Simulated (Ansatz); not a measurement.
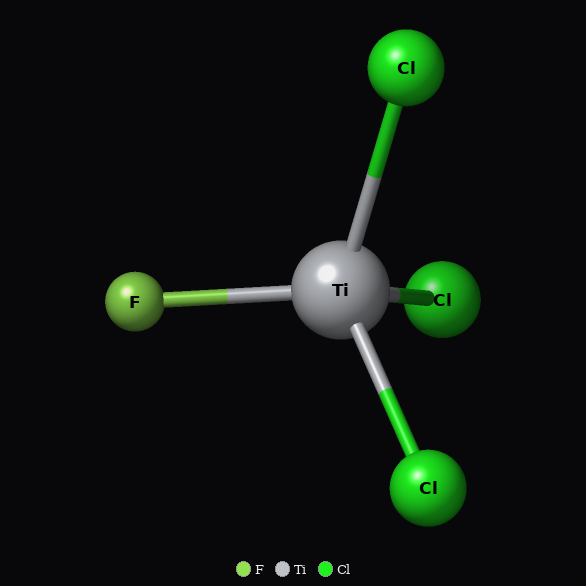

A ball-and-stick model of a molecule.

Charge 0, singlet. The geometry was computed by an optimisation with PBE0-D4/def2-TZVP.

What does the picture show?

Formula TiCl3F. SMILES: `[F][Ti]([Cl])([Cl])[Cl]`. This geometry has C3v symmetry. Coordination: 1 Ti tetrahedral.

The parts below concern this one geometry. Atoms keep their numbers from picture to picture.

### Levels of theory compared

Program: Ansatz 0.2.0.

At this fixed geometry, give HOMO–LUMO gap (eV) at these levels: B3LYP-D4/def2-TZVPP; BHLYP-D4/def2-TZVPP; PBE0-D4/def2-QZVPP; PBE0-D4/def2-TZVPP; r2SCAN-D4/def2-TZVPP; ωB97M-V/def2-QZVPP; ωB97M-V/def2-TZVPP.

| level | HOMO–LUMO gap (eV) |
| --- | --- |
| B3LYP-D4/def2-TZVPP | 5.48 |
| BHLYP-D4/def2-TZVPP | 8.24 |
| PBE0-D4/def2-QZVPP | 5.99 |
| PBE0-D4/def2-TZVPP | 5.99 |
| r2SCAN-D4/def2-TZVPP | 4.17 |
| ωB97M-V/def2-QZVPP | 10.30 |
| ωB97M-V/def2-TZVPP | 10.30 |

### Vibrations

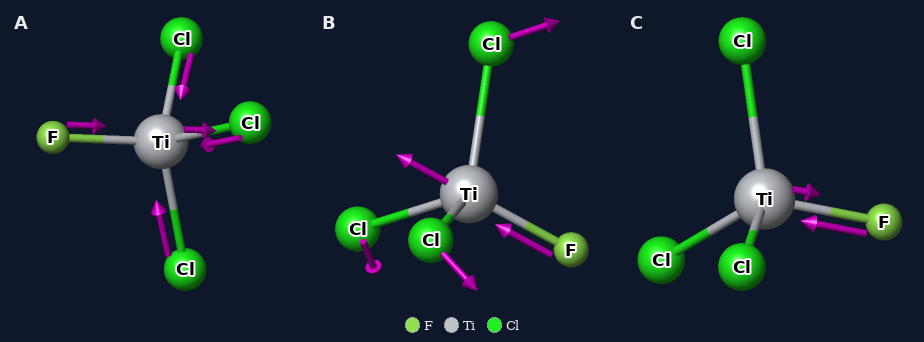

3 normal modes of one molecule or complex, as arrows. Harmonic vibrations computed with RKS PBE0-D4/def2-TZVP (Ansatz 0.2.0) at a stationary point of the same level.

Match the panels to the wavenumbers 142 cm⁻¹, 421 cm⁻¹, 790 cm⁻¹.

Answer. A: 421 cm⁻¹, in-phase stretching of 3 Ti–Cl bonds
B: 142 cm⁻¹, angle bending
C: 790 cm⁻¹, Ti–F stretching

### Charges

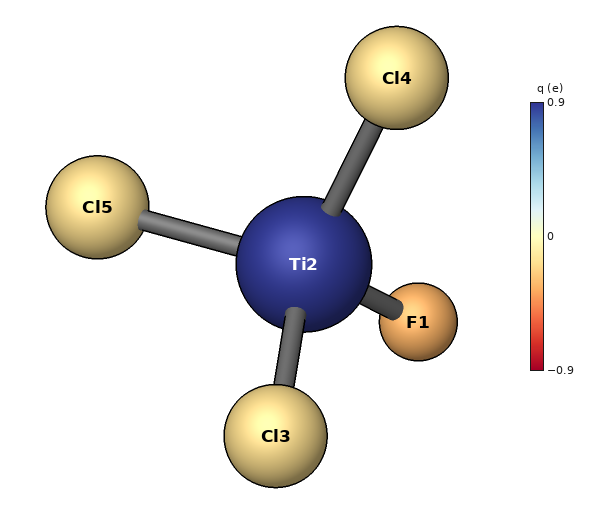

Atoms are coloured by their Mulliken charges. Properties computed with RKS r2SCAN-D4/def2-TZVPP (Ansatz 0.2.0).

List the Mulliken charges.

```tsv
atom	value (e)
F1	−0.34
Ti2	0.88
Cl3	−0.18
Cl4	−0.18
Cl5	−0.18
```

Mulliken values depend strongly on the basis set and can even reverse the polarity of a bond.
